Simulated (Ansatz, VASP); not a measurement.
# CsPbCl3 in two plane-wave programs, part 4 of 4

One calculation is typed for both programs; each brings its own data sets and cutoff. How far apart do they land?  The cell comes out of the VASP series on this material, whose earlier steps may have relaxed, scaled or displaced it; both programs get it as it stands.

VASP 6.6.1 and Ansatz 0.2.0.

So far: The starting structure; Ansatz: zone-centre phonons, PBEsol; VASP: zone-centre phonons, PBEsol; Side by side; VASP: band structure, HSE06.

## (5) VASP: band structure, HSE06 (continued)

Level of this step: HSE06; plane waves and PAW (Cs_sv, Pb_d, Cl) (VASP).

Numbers of over 12 decimals in the logs are rounded to 6 here.

OUTCAR, selected parts (step 5):

```text
  Total        1.5038252      1.5038252      1.5038252      0.0000000      0.0000000      0.0000000
  in kB       13.6829924     13.6829924     13.6829924      0.0000000      0.0000000      0.0000000
  external PRESSURE =      13.6829924 kB  Pullay stress =       0.0000000 kB

 POSITION                                       TOTAL-FORCE (eV/Angst)
 -----------------------------------------------------------------------------------
      0.00000      0.00000      0.00000         0.000000      0.000000      0.000000
      2.80250      2.80250      2.80250         0.000000      0.000000      0.000000
      2.80250      2.80250      0.00000         0.000000      0.000000      0.000000
      0.00000      2.80250      2.80250         0.000000      0.000000      0.000000
      2.80250      0.00000      2.80250         0.000000      0.000000      0.000000
 -----------------------------------------------------------------------------------
    total drift:                                0.000001      0.000002      0.000003

  FREE ENERGIE OF THE ION-ELECTRON SYSTEM (eV)
  ---------------------------------------------------
  free  energy   TOTEN  =       -20.8839060533 eV

  energy  without entropy=      -20.8839060533  energy(sigma->0) =      -20.88390605

[... 1 part as in an earlier step ...]

[... 2 further parts left out ...]
[key lines of the parts left out:]
E-fermi :   1.5202
```

The run ends at a pressure of 1.37 GPa.

## (6) Ansatz: band structure, HSE06

The same cell, functional, mesh and smearing now go to Ansatz, which takes its cutoff from its data sets.

The cell comes out of the VASP series on this material, whose earlier steps may have relaxed, scaled or displaced it; both programs get it as it stands.

input.yaml

```yaml
crystal:
  lattice:
    - [5.605, 0.0, 0.0]
    - [0.0, 5.605, 0.0]
    - [0.0, 0.0, 5.605]
  atoms:
    - { symbol: Cs, position: [0.0, 0.0, 0.0] }
    - { symbol: Pb, position: [0.5, 0.5, 0.5] }
    - { symbol: Cl, position: [0.5, 0.5, 0.0] }
    - { symbol: Cl, position: [0.0, 0.5, 0.5] }
    - { symbol: Cl, position: [0.5, 0.0, 0.5] }
hamiltonian:
  xc: { exchange: pbe, correlation: pbe, exx: { coeff: 0.25, omega: 0.2 } }
  pseudopotentials: { kind: paw }
kpoints:
  mp_grid: { grid: [4, 4, 4] }
  band_path:
    path:
      - [0.0, 0.0, 0.0]
      - [0.0, 0.28571, 0.0]
      - [0.0, 0.5, 0.0]
      - [0.28571, 0.5, 0.0]
      - [0.42857, 0.42857, 0.0]
      - [0.14286, 0.14286, 0.0]
      - [0.07143, 0.07143, 0.07143]
      - [0.35714, 0.35714, 0.35714]
      - [0.5, 0.5, 0.5]
      - [0.35714, 0.5, 0.35714]
      - [0.07143, 0.5, 0.07143]
      - [0.5, 0.5, 0.14286]
      - [0.5, 0.5, 0.5]
    npoints: 1
scf:
  occupations: { method: gaussian, width: 0.02 }
  n_extra_bands: 8
output:
  forces: true
  stress: true
  eigenvalues: true
  write_density: true
  write_potential: true
  elf: true
  volumetric_format: npy
```

Launch:

```console
ansatz run input.yaml --threads 4 --pin off --max-ram 9216MiB --backend cpu --events-out ev --progress --plain --runs-dir out
```

The log of the run:

```text
[...]
P = ⅓ Tr σ = 1.4143 GPa (14.143 kbar)
--- Band table (eV; the first three rows and the last of 10) ---
  k-point 0: bands = [... 18 lower, 0.4533, 0.5901, 0.5901, 0.5901, 7.7761, 8.7226, 8.7226, 9.6930, ... 4 higher]
  k-point 1: bands = [... 18 lower, 0.4031, 0.5286, 0.5286, 0.7914, 8.3001, 9.1172, 9.1478, 9.3659, ... 4 higher]
  k-point 2: bands = [... 18 lower, 0.3525, 0.4664, 0.4664, 1.7340, 7.4721, 9.1642, 9.6834, 9.9364, ... 4 higher]
  k-point 9: bands = [... 18 lower, 0.9169, 0.9169, 0.9169, 3.7063, 6.3227, 6.3227, 6.3227, 9.5953, ... 4 higher]
[key lines of the parts left out:]
Free energy (F): -20833.969476 eV
Fermi energy:    5.014387 eV
```

Elapsed: 98 s, on 4 threads of AMD EPYC 9R14 (Zen 4), shared host; peak memory 3.1 GiB.

## (7) Differences

What differs besides the data sets and the points named for the pairs above, as far as they apply: exact exchange at q = 0 is treated differently, which shows on coarse meshes; VASP keeps PBE cores, Ansatz makes them for the functional; VASP takes a coarser grid for exact exchange (PRECFOCK = Fast). Total energies have different zeros and are not compared.

Compared:

| quantity | Ansatz | VASP | difference |
| --- | --- | --- | --- |
| pressure (GPa) | 1.41 | 1.37 | +0.05 |
| gap over the path points (eV) | 2.616 | 2.618 | -0.002 |

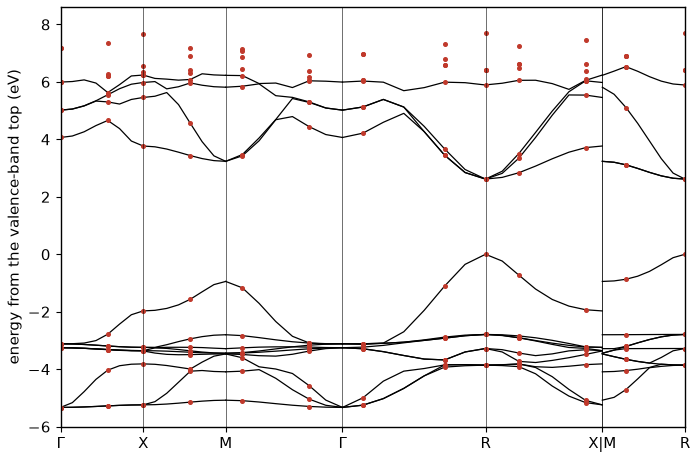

Bands from VASP (lines) and levels from Ansatz (dots). Dots without a line are higher empty bands that the VASP plot leaves out.

Levels at points of the path, from each program's valence-band top (eV; 4 filled, then empty):

| k (reciprocal lattice) | Ansatz | VASP |
| --- | --- | --- |
| 0.000 0.000 0.000 | -3.25 -3.12 -3.12 -3.12 4.07 5.02 5.02 | -3.25 -3.12 -3.12 -3.12 4.07 5.02 5.02 |
| 0.000 0.286 0.000 | -3.31 -3.19 -3.19 -2.78 4.66 5.30 5.55 | -3.31 -3.19 -3.19 -2.78 4.66 5.30 5.55 |
| 0.000 0.500 0.000 | -3.35 -3.24 -3.24 -1.97 3.77 5.46 5.98 | -3.35 -3.24 -3.24 -1.97 3.77 5.46 5.98 |
| 0.286 0.500 0.000 | -3.36 -3.24 -2.94 -1.57 3.43 4.55 5.95 | -3.36 -3.24 -2.94 -1.56 3.44 4.56 5.96 |
| 0.429 0.429 0.000 | -3.42 -3.26 -2.83 -1.17 3.42 3.47 5.83 | -3.42 -3.26 -2.83 -1.17 3.43 3.47 5.85 |
| 0.143 0.143 0.000 | -3.23 -3.17 -3.09 -3.09 4.45 5.28 5.30 | -3.23 -3.16 -3.09 -3.09 4.44 5.29 5.30 |
| 0.071 0.071 0.071 | -3.23 -3.13 -3.12 -3.12 4.22 5.13 5.13 | -3.23 -3.13 -3.12 -3.12 4.22 5.13 5.13 |
| 0.357 0.357 0.357 | -2.92 -2.92 -2.88 -1.10 3.44 3.44 3.66 | -2.92 -2.92 -2.88 -1.10 3.45 3.45 3.67 |
| 0.500 0.500 0.500 | -2.79 -2.79 -2.79 0.00 2.62 2.62 2.62 | -2.79 -2.79 -2.79 0.00 2.62 2.62 2.62 |
| 0.357 0.500 0.357 | -2.91 -2.90 -2.84 -0.73 2.84 3.34 3.50 | -2.91 -2.90 -2.84 -0.73 2.84 3.35 3.51 |

Among the levels compared (up to four filled and three empty ones at each point), filled levels agree within 2 meV and empty ones within 18 meV.

## (8) What came out

```json
{"difference in mode 7 to 9 (zone-centre phonons, PBEsol)": "3.6 cm⁻¹", "difference in ε∞ xx (zone-centre phonons, PBEsol)": "-4.5 %", "difference in gap over the path points (band structure, HSE06)": "-0.0015 eV"}
```

In words: The difference in gap over the path points is -0.0015 eV (band structure, HSE06), within the 0.08 eV picked in this series as the mark of a large difference. Among the rows given in per cent, the largest difference of the zone-centre phonons, PBEsol pair is in ε∞ xx, -4.5 %; the dielectric tensor converges slowly with the mesh, which Ansatz refines and VASP takes as typed. Differences of this kind measure data sets and numerical settings, not the functional's error against experiment.

[Lines on the potential files, build, host, timing and source positions are cut from VASP's logs without a mark.]

[Logs are printed without paths, hosts, clocks, repeated set-up lines and the standing remarks that a program may print on its own settings, such as how far it seeks lower states.]

[Hosts, paths, dates, database ids (printed as entryN), source tags and the programs' standing remarks are cut or masked in the printed files.]
